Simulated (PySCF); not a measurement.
C$_{7}$H$_{10}$F$_{2}$O$_{2}$

The calculation's input:

```
{"job": {"kind": "nmr", "xc": "PBE0", "basis": "pcSseg-1"}, "charge": 0, "multiplicity": 1}
C      2.307073    -0.986783    -0.934688
O      1.202189    -0.106854    -0.961012
C      0.806590     0.404437     0.281639
C      0.034560    -0.619846     1.146482
F      0.866882    -1.616679     1.589199
C     -1.129507    -1.176106     0.331316
O     -1.269782    -2.336664     0.075992
C     -2.074518    -0.075720    -0.106022
C     -1.332243     1.045784    -0.835576
C     -0.172178     1.557313     0.010140
F      0.480553     2.569662    -0.650256
H      2.599238    -1.122433    -1.973885
H      3.140629    -0.552574    -0.372770
H      2.042592    -1.954046    -0.500444
H      1.684342     0.761375     0.845456
H     -0.348441    -0.124927     2.049068
H     -2.838513    -0.506458    -0.753488
H     -2.562204     0.322800     0.788209
H     -0.916001     0.673181    -1.772492
H     -2.013294     1.867515    -1.059803
H     -0.516890     1.993967     0.957937
```

Run with:

```sh
OMP_NUM_THREADS=1 python probes_run.py task.json out
```

Geometry: GFN2-xTB.

Theory: PBE0/pcSseg-1, SCF density, gas phase, non-relativistic (PySCF).

### Predict the electron density and electron localisation function between the atoms.

C–O (1.20 Å): ρ at the midpoint is about 3.4 e/Å³; the ELF peaks at about 0.85 between the atoms (a multiple bond).
C–F (1.37 Å): the density is about 2.1 e/Å³ at the midpoint, with its minimum of 1.7 e/Å³ about 0.5 Å from C; the ELF peaks at about 0.85 between the atoms; a shared but strongly polarised pair.
C–C (1.51 Å): ρ at the midpoint is about 1.7 e/Å³; the ELF peaks at about 0.95 between the atoms, as expected for a shared electron pair.
C–H (1.09 Å): ρ at the midpoint is about 2 e/Å³; the ELF climbs to about 1 towards the hydrogen, as it does in any bond to H (an ordinary covalent bond to hydrogen).

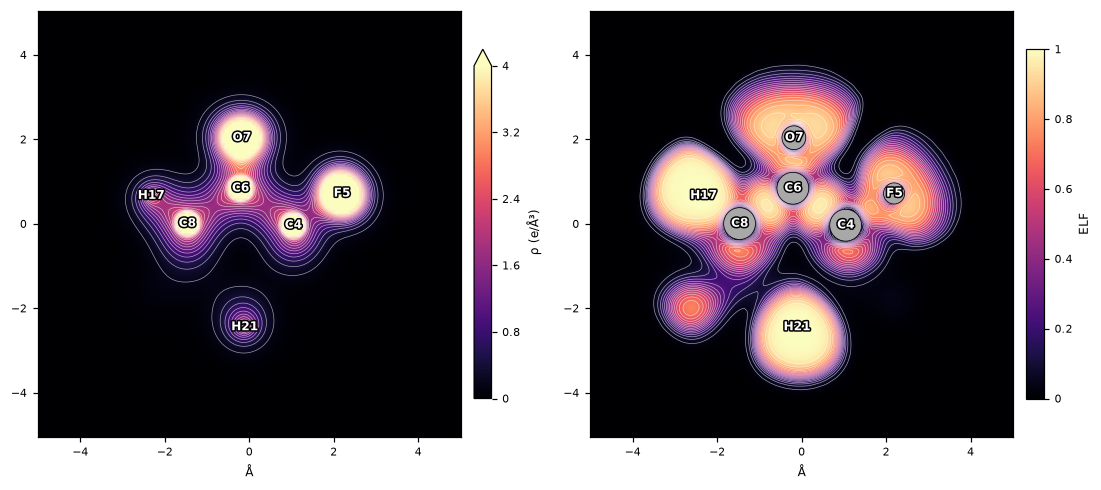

Computed electron density and electron localisation function on the plane of atoms F5, C4 and C6, in this order. Grey discs cover the atomic cores in the ELF map. 
